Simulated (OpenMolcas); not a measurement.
# Energy and gradient calculation, with input and output: BF3 (part 3 of 3)

The same run, continued: BF3; CASSCF/ANO-RCC-VDZP, DKH2 (OpenMolcas 26.06). The geometry comes from this level: PBE0-D4/def2-TZVP.

Geometry of the input (Å):
```
F  0.5439  0.2107  1.1743
B  0.0000  -0.0000  0.0000
F  -0.2652  -1.2235  -0.3896
F  -0.2787  1.0128  -0.7847
```

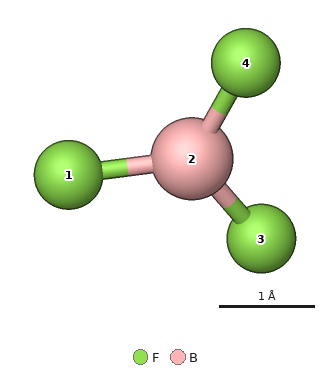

*The input geometry (ball-and-stick view, seen at a tilt; atoms are numbered from 1 in the order of the input).*

**The program's output, continued**
```
        Iteration       Delta           Res(kappa)       Res(CI)          DeltaK           DeltaC
            1      3.346561643E-01  1.573240015E-01  1.008044631E-02  1.873332499E-02  1.673046893E-04
            2      6.312485556E-02  8.712466586E-02  1.590823650E-02  2.950198288E-03  6.149519944E-04
            3      2.668207537E-02  6.289273332E-02  1.500935094E-02  1.155586424E-03  3.513573576E-04
            4      8.531108061E-03  4.366744309E-02  8.521885115E-03  3.651997323E-04  1.166181196E-04
            5      3.683578313E-03  1.833273508E-02  5.405434418E-03  1.622614689E-04  4.577877366E-05
            6      1.021335483E-03  1.572253153E-02  2.607046470E-03  4.514651251E-05  1.253622518E-05
            7      1.739948556E-04  5.660700490E-03  1.336367641E-03  7.360448876E-06  2.466390381E-06
            8      3.229505483E-05  2.670918398E-03  6.244501165E-04  1.475765887E-06  3.481863875E-07
            9      9.093158808E-06  1.391852511E-03  3.410329661E-04  3.973009134E-07  1.162603044E-07
           10      2.673262638E-06  7.353926431E-04  1.903686058E-04  1.068658039E-07  4.411407505E-08
           11      6.069831533E-07  3.721416770E-04  8.215914960E-05  2.710089296E-08  7.180154359E-09
           12      1.246561082E-07  1.917939871E-04  3.081632924E-05  6.168166497E-09  8.721309501E-10
      Perturbation no:    1 converged in   12 steps.

++    Molecular properties:
      ---------------------

      Charge (e):
                      =   -0.0000
      Dipole Moment (debye):
      Origin of the operator (angstrom)=   -0.0000    0.0000    0.0000
                   X= -8.6764E-01               Y=  3.1426E+00               Z= -2.4334E+00           Total=  4.0682E+00
      Quadrupole Moment (debye*angstrom):
      Origin of the operator (angstrom)=   -0.0000    0.0000    0.0000
                  XX= -2.2506E+01              XY= -1.4329E+00              XZ= -6.5251E-01              YY= -2.2009E+01
                  YZ= -3.2016E+00              ZZ= -2.3034E+01
      In traceless form (debye*angstrom)
                  XX=  1.5130E-02              XY= -2.1493E+00              XZ= -9.7876E-01              YY=  7.6128E-01
                  YZ= -4.8025E+00              ZZ= -7.7641E-01
--

      The response parameters are written to the file RESP.
--- Stop Module: mclr /rc=_RC_ALL_IS_WELL_ ---
--- Module mclr spent 1 second ---

--- Start Module: alaska ---

                                              &ALASKA

                       available to each process: 1.9 GB of memory, 1 thread

                     Threshold for contributions to the gradient: 1.000E-07

                    ********************************************
                    * Symmetry Adapted Cartesian Displacements *
                    ********************************************

           Irreducible representation : a
           Basis function(s) of irrep: x, y, xy, Rz, z, xz, Ry, yz, Rx, I

 Basis Label        Type   Center Phase
   1   F1           x         1     1
   2   F1           y         1     1
   3   F1           z         1     1
   4   B2           x         2     1
   5   B2           y         2     1
   6   B2           z         2     1
   7   F3           x         3     1
   8   F3           y         3     1
   9   F3           z         3     1
  10   F4           x         4     1
  11   F4           y         4     1
  12   F4           z         4     1

                     No automatic utilization of translational and rotational invariance of the energy is employed.

 Conventional ERI gradients!

 **************************************************
 *              Molecular gradients               *
 **************************************************

  Irreducible representation: a
 ------------------------------------------------------------------------------------------
                              X                       Y                       Z
 ------------------------------------------------------------------------------------------
  F1                7.48912380855771E-03   -5.54062405798428E-03    1.72431931283796E-02
  B2               -6.67545150092337E-02    2.41343318073503E-01   -1.86804702733296E-01
  F3               -3.80934605088257E-04   -1.94984157968996E-02    2.03111610731188E-03
  F4                5.96463258057458E-02   -2.16304278218612E-01    1.67530393497630E-01
 ------------------------------------------------------------------------------------------

--- Stop Module: alaska /rc=_RC_ALL_IS_WELL_ ---
--- Module alaska spent 22 seconds ---

.##################.
.# Happy landing! #.
.##################.

    Timing: Wall=37.78 User=35.28 System=1.95
```

**Summary**

| quantity | value |
| --- | --- |
| outcome | converged |
| total energy | −323.068614 hartree |
| CASSCF energy | −323.547346 hartree |
| basis functions | 56 |
| largest force | 16.065 eV/Å |
| hardware | 1 thread of AMD EPYC (Zen 3), 128 GiB of memory available, shared host |
| wall time | 38 s |
| peak memory | 0.39 GiB |
